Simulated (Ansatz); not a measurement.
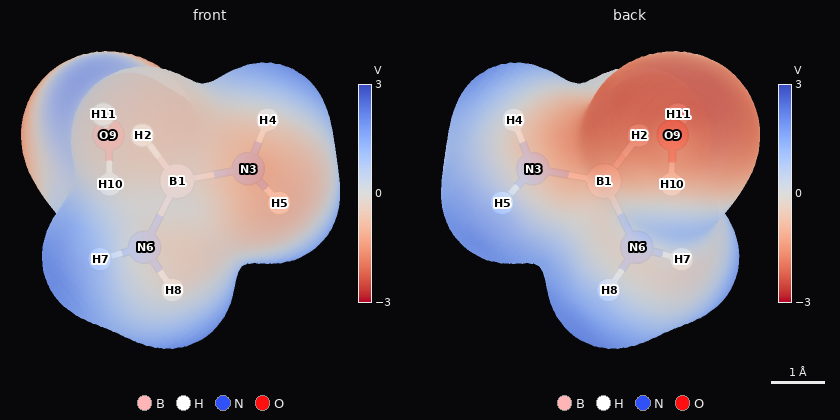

Figure. BH$_{5}$N$_{2}$···H$_{2}$O. The electrostatic potential painted on the density surface at 0.002 e/bohr³, seen from the front and from behind; the colour scale runs from red (negative) to blue (positive).

Not at a stationary point (largest force 1.0 eV/Å).

Level of theory: Ansatz 0.2.0, RKS PBE0-D4/6-31G*.

Input file:

```
crystal:
  periodic: [false, false, false]
  atoms:
    - { symbol: B, position_ang: [0.0, 0.0, 0.0] }
    - { symbol: H, position_ang: [0.0, 0.0, 1.54] }
    - { symbol: "N", position_ang: [1.3423, 0.0, -0.775] }
    - { symbol: H, position_ang: [1.8089, -0.9179, -1.0268] }
    - { symbol: H, position_ang: [1.7937, 0.9179, -1.0532] }
    - { symbol: "N", position_ang: [-1.3423, 0.0, -0.775] }
    - { symbol: H, position_ang: [-2.0112, -0.8164, -0.6764] }
    - { symbol: H, position_ang: [-1.5914, 0.8164, -1.4036] }
    - { symbol: O, position_ang: [-0.2139, 1.6086, 0.5392] }
    - { symbol: H, position_ang: [-1.1525, 1.9139, 0.3252] }
    - { symbol: H, position_ang: [-0.1135, 0.8538, 1.537] }
basis:
  gaussian: { orbitals: "6-31G*" }
hamiltonian:
  xc: pbe0
  dispersion: d4
relax:
  f_tol: 0.15
  max_steps: 25
  restrain:
    - { distance: [0, 8], at: 2.61, k: 30.0 }
    - { distance: [10, 1], at: 1.86, k: 30.0 }
    - { distance: [0, 1], at: 1.19, k: 30.0 }
    - { distance: [10, 8], at: 1.01, k: 30.0 }
output:
  orbitals: {}
```

Launched as:

```sh
ansatz run input.yaml --threads 1 --pin off --max-ram 2048MiB --backend cpu --events-out ev --progress --plain --runs-dir out
```

The fields are those of the run's last geometry, not of the input's.

Which sites attract a positive test charge, and which a negative one?

A positive charge is drawn to the negative regions and a negative charge to the positive ones. The most negative region (about −2.2 V) lies over O9, the most positive (about +2.0 V) over H5, H7 and H8. O9 is the likeliest acceptor of a hydrogen bond.
